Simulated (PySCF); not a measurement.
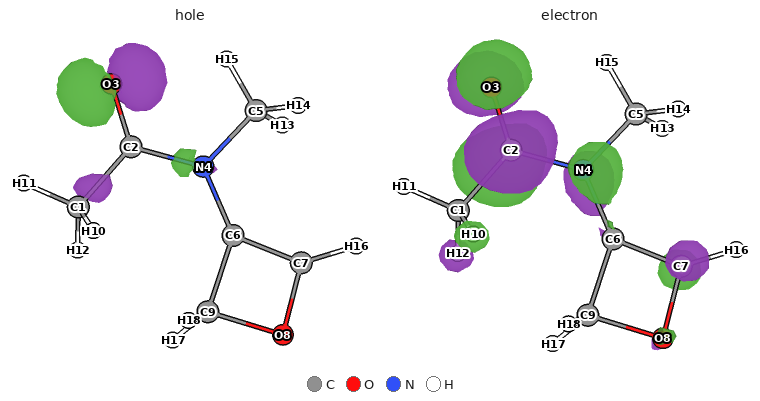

Figure 1: C₆H₉NO₂, SMILES `CC(=O)N(C)C1=COC1`. Leading natural transition orbital pair of S₁ (TDA singlet states); the surfaces enclose about 70 % of each orbital's density.

PySCF calculation, BHandHLYP/6-31G*, gas phase; geometry: GFN2-xTB. No frequency check shows the geometry to be a minimum. Without diffuse functions Rydberg states are missing, so the states' numbers hold for this basis only.

> What kind of excitation is it, and where does it lie?

5.90 eV (210 nm), f = 0.001 (very weak), n → π*; the leading pair carries 100 %; hole on O3 (71 %), C2 (10 %) and C1 (7 %), electron on C2 (40 %), O3 (28 %) and N4 (9 %); their centroids lie 1.0 Å apart. In canonical orbitals it is mainly HOMO−1 → LUMO (79 %). The HOMO–LUMO gap is 8.08 eV.
